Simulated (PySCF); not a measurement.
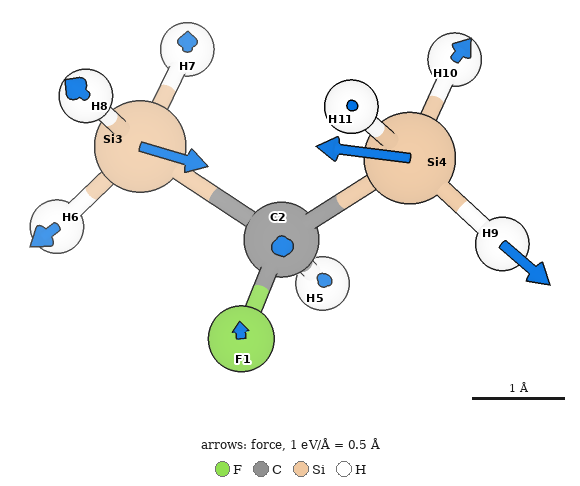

Starting geometry of CH7FSi2 with the computed forces as blue arrows. Style: ball-and-stick. Shown at a tilt.

The start comes from GFN2-xTB. Its atoms were then displaced at random by about 0.01 Å.

These are results of PBE0-D3(BJ)/def2-SVP geometry optimisation, gas phase in PySCF, not measurements. 

Q: Is this structure relaxed? If not, where do the atoms go?

A: It isn't relaxed: the largest force vector, on Si4, is 2.18 eV/Å. The final displacements follow the starting forces only in part (cosine between the two patterns 0.68). The energy falls by 0.170 eV in 9 geometry steps. Si4 moves most after the best rigid fit: 0.063 Å. Largest moves by element: Si 0.063 Å, H 0.050 Å, C 0.045 Å, F 0.034 Å. Among the contacts that change: Si4–H9 1.422 → 1.492 Å, Si3–H6 1.447 → 1.492 Å, C2–Si4 1.944 → 1.903 Å, Si4–H10 1.462 → 1.495 Å. Among the angles between lasting bonds that change: F1–C2–H5 104.3° → 108.3°, Si3–C2–Si4 118.8° → 115.2°, C2–Si4–H11 106.7° → 109.9°.
